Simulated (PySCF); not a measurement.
C7H10O2SSi, SMILES COC(=O)C[SiH2]c1cccs1, singlet at its GFN2-xTB optimised geometry (Å):

```
21

C      0.3809    -3.9660    -2.9150
O     -0.4038    -3.6699    -1.7697
C      0.2503    -3.1212    -0.7300
O      1.4338    -2.8928    -0.7479
C     -0.6818    -2.8014     0.3793
Si    -1.5999    -1.1675    -0.0153
C     -0.3885     0.2562     0.0000
C      0.9781     0.2562     0.0000
C      1.5447     1.5474     0.0000
C      0.6039     2.5270    -0.0009
S     -0.9908     1.8900    -0.0027
H      1.1338    -4.7204    -2.6754
H      0.8873    -3.0661    -3.2711
H     -0.3082    -4.3416    -3.6672
H     -1.4238    -3.5896     0.4665
H     -0.1248    -2.7180     1.3086
H     -2.2508    -1.2805    -1.3252
H     -2.6035    -0.9764     1.0391
H      1.5597    -0.6486    -0.0074
H      2.6035     1.7362     0.0009
H      0.7462     3.5896    -0.0005
```

Level of theory: PBE0/def2-SVP run with PySCF 2.14.0. Cells within 0.4 Å of a nucleus heavier than hydrogen are left out (blank, or x).

Map of the Laplacian of the electron density (e/bohr⁵), clipped to [-1.50, 1.50] on the plane z = 0.0 Å:

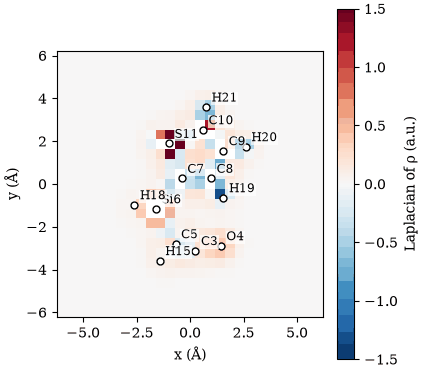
*Laplacian of the electron density (e/bohr⁵), clipped to [-1.50, 1.50] on the plane z = 0.0 Å.*
